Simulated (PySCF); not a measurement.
# CHFO (formyl fluoride): levels of theory compared

Wanted: a comparison of 6 runs (HF/STO-3G, HF/3-21G, B2PLYP/STO-3G, B3LYP/6-31G*, SVWN5/pcseg-1, MP2/def2-SVP) of CHFO (formyl fluoride). 

The calculation is run with PySCF 2.14.0.

## (1) Starting point

CHFO has 4 atoms, charge 0, and is taken as a singlet. As SMILES, `O=CF`. The shape is that of a PBE0-D4/def2-TZVP optimisation.

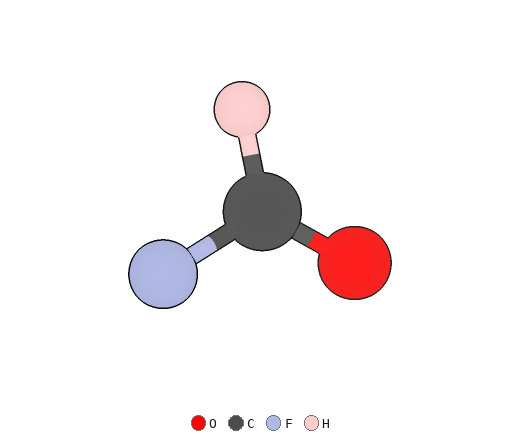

Viewed from a chosen angle; oxygen red, carbon dark grey, fluorine light blue, hydrogen pink.

## (2) Energy and forces at HF/STO-3G (run 1)

calc.py reads:

```python
# formyl fluoride
from pyscf import gto, scf

mol = gto.Mole()
mol.atom = '''
O     -0.889340     0.201180     0.827740
C     -0.046400     0.067520     0.021620
F      0.585200    -1.091810    -0.181820
H      0.350540     0.823120    -0.667550
'''
mol.max_memory = 1860
mol.verbose = 4
mol.charge = 0
mol.basis = 'sto-3g'
mol.build()

hf = scf.RHF(mol)
hf.conv_tol = 1e-10
hf.kernel()
if not hf.converged:
    hf = hf.newton().run(hf.mo_coeff, hf.mo_occ)

e_final = hf.e_tot
print(f'total energy: {e_final:.8f} hartree')
grad = hf.nuc_grad_method().kernel()
dip = hf.dip_moment()
pop, q = hf.mulliken_pop()
```

On the command line:

```
$ OMP_NUM_THREADS=1 python calc.py
```

Log:

```text
PySCF version 2.14.0

[... 58 lines left out ...]
converged SCF energy = -209.827143403234
total energy: -209.82714340 hartree
[... 10 lines left out ...]
Dipole moment(X, Y, Z, Debye):  0.77661,  0.65813, -1.03815
[... 21 lines left out ...]
charge of    3H =      0.06850
```

Run time: 0.66 s. Hardware: 1 thread of Arm Neoverse V2, shared host; peak memory 0.11 GiB.

## (3) Energy and gradient at HF/3-21G (run 2)

calc.py reads:

```python
from pyscf import gto, scf

molecule = gto.M(
    atom='''
O     -1.680609     0.380175     1.564202
C     -0.087683     0.127594     0.040856
F      1.105868    -2.063222    -0.343590
H      0.662425     1.555471    -1.261487
''',
    max_memory=1860,
    basis='3-21g',
    verbose=4,
    unit='bohr',
)

myscf = scf.RHF(molecule)
myscf.conv_tol = 1e-10
myscf.kernel()
if not myscf.converged:
    myscf = myscf.newton().run(myscf.mo_coeff, myscf.mo_occ)

e_tot = myscf.e_tot
print(f'total energy: {e_tot:.8f} hartree')
grad = myscf.nuc_grad_method().kernel()
myscf.analyze()
```

On the command line:

```
$ OMP_NUM_THREADS=1 python calc.py
```

Log:

```text
PySCF version 2.14.0

[... 61 lines left out ...]
total energy: -211.56977982 hartree
[... 15 lines left out ...]
Two-electron Coulomb Energy =          170.996475794930745
[... 6 lines left out ...]
MO #4   energy= -1.65952572070283  occ= 2
[... 4 lines left out ...]
MO #9   energy= -0.71139051061192  occ= 2
[... 4 lines left out ...]
MO #14  energy= 0.274692931887466  occ= 0
[... 4 lines left out ...]
MO #19  energy= 1.05594890328762   occ= 0
[... 4 lines left out ...]
MO #24  energy= 1.94262263252016   occ= 0
[... 4 lines left out ...]
MO #29  energy= 3.99241142038282   occ= 0
[... 36 lines left out ...]
Dipole moment(X, Y, Z, Debye):  1.14273,  1.36395, -1.67718
```

It took 0.7 s on 1 thread of Arm Neoverse V2, shared host; peak memory 0.12 GiB.

Runs 3 to 4 aren't shown in full; the table further down has their settings and results.

## (4) Energy and forces at SVWN5/pcseg-1 (run 5)

mol.xyz reads:

```xyz
4
CHFO
O     -0.889340     0.201180     0.827740
C     -0.046400     0.067520     0.021620
F      0.585200    -1.091810    -0.181820
H      0.350540     0.823120    -0.667550
```

job.py reads:

```python
# formyl fluoride
import pyscf.grad
from pyscf import gto, dft

molecule = gto.M(
    atom='mol.xyz',
    charge=0,
    basis='pcseg-1',
    verbose=4,
    max_memory=1860,
)

mf = dft.RKS(molecule, xc='svwn')
mf.grids.level = 5
mf.conv_tol = 1e-10
mf.kernel()
if not mf.converged:
    mf = mf.newton().run(mf.mo_coeff, mf.mo_occ)

energy = mf.e_tot
print('E(%s) = %.9f' % ('SVWN5', energy))
grad = mf.Gradients().kernel()
mf.analyze()
```

On the command line:

```
$ OMP_NUM_THREADS=1 python job.py
```

Log:

```text
PySCF version 2.14.0

[... 91 lines left out ...]
Two-electron Energy =                  148.132116892540068
[... 8 lines left out ...]
MO #5   energy= -1.00928446228504  occ= 2
[... 6 lines left out ...]
MO #12  energy= -0.290203921546836 occ= 2
[... 6 lines left out ...]
MO #19  energy= 0.487909233099547  occ= 0
[... 6 lines left out ...]
MO #26  energy= 0.967565355793472  occ= 0
[... 6 lines left out ...]
MO #33  energy= 1.80956641890456   occ= 0
[... 6 lines left out ...]
MO #40  energy= 2.35646439165398   occ= 0
[... 6 lines left out ...]
MO #47  energy= 3.38188356303562   occ= 0
[... 54 lines left out ...]
Dipole moment(X, Y, Z, Debye):  1.04819,  0.97779, -1.43506
```

Wall time 3.9 s (1 thread of Arm Neoverse V2, shared host); peak memory 0.27 GiB.

## (5) Energy and gradient at MP2/def2-SVP (run 6)

geometry.xyz reads:

```xyz
4

O     -0.889340     0.201180     0.827740
C     -0.046400     0.067520     0.021620
F      0.585200    -1.091810    -0.181820
H      0.350540     0.823120    -0.667550
```

calc.py reads:

```python
# formyl fluoride
import pyscf.grad
from pyscf import gto, mp

system = gto.Mole()
system.atom = 'geometry.xyz'
system.max_memory = 1860
system.basis = 'def2-svp'
system.verbose = 4
system.build()

myscf = system.RHF()
myscf.conv_tol = 1e-10
myscf.kernel()
if not myscf.converged:
    myscf = myscf.newton().run(myscf.mo_coeff, myscf.mo_occ)

pt = mp.MP2(myscf, frozen=3).run()
e_final = pt.e_tot
print('E(%s) = %.9f' % ('MP2', e_final))
grad = pt.Gradients().kernel()
dip = myscf.dip_moment()
pop, q = myscf.mulliken_pop()
```

On the command line:

```
$ OMP_NUM_THREADS=1 python calc.py
```

Log:

```text
PySCF version 2.14.0

[... 60 lines left out ...]
converged SCF energy = -212.579728343292
[... 16 lines left out ...]
Dipole moment(X, Y, Z, Debye):  1.21159,  1.28031, -1.71553
[... 52 lines left out ...]
charge of    3H =      0.06069
```

Run time: 1.3 s. Hardware: 1 thread of Arm Neoverse V2, shared host; peak memory 0.17 GiB.

## (6) The series

```tsv
run	level	task	frozen core orbitals	energy (Eh)	dipole moment (D) of the reference	HOMO energy (eV)	LUMO energy (eV)	wall time
1	HF/STO-3G	gradient	–	-209.827143	1.45	-10.52	7.90	0.66 s
2	HF/3-21G	gradient	–	-211.569780	2.45	-13.60	4.19	0.7 s
3	B2PLYP/STO-3G	energy	3	-210.503834	1.37	-7.46	4.67	2.1 s
4	B3LYP/6-31G* (Cartesian functions)	gradient	–	-213.762481	1.97	-8.84	-0.65	6 s
5	SVWN5/pcseg-1	gradient	–	-212.217326	2.03	-7.90	-2.23	3.9 s
6	MP2/def2-SVP	gradient	3	-213.073974	2.46	-13.95	3.93	1.3 s
```

## (7) Summary of results

```
                                          quantity          value
                               run 6: total energy  -213.07397 Eh
       run 6: dipole moment (Hartree–Fock density)         2.46 D
        run 6: HOMO energy (Hartree–Fock orbitals)      -13.95 eV
        run 6: LUMO energy (Hartree–Fock orbitals)        3.93 eV
      run 6: HOMO–LUMO gap (Hartree–Fock orbitals)       17.88 eV
run 6: correlation energy (3 core orbitals frozen)     -494.2 mEh
                   run 6: largest force on an atom     1.238 eV/Å
```

**Reading.** Over runs 1, 2, 3, 4, 5 the dipole moment (its size) runs from 1.37 D (B2PLYP/STO-3G) to 2.45 D (HF/3-21G). The two ends differ in method and basis. A double hybrid's value is that of its SCF part. Over runs 1, 2, 3, 4, 5 the HOMO–LUMO gap runs from 5.66 eV (SVWN5/pcseg-1) to 18.42 eV (HF/STO-3G). Totals of different functionals can't be ranked against each other. In runs 1, 3 the basis is minimal, so the values are rough. All runs together took 15 s, the longest 6 s.
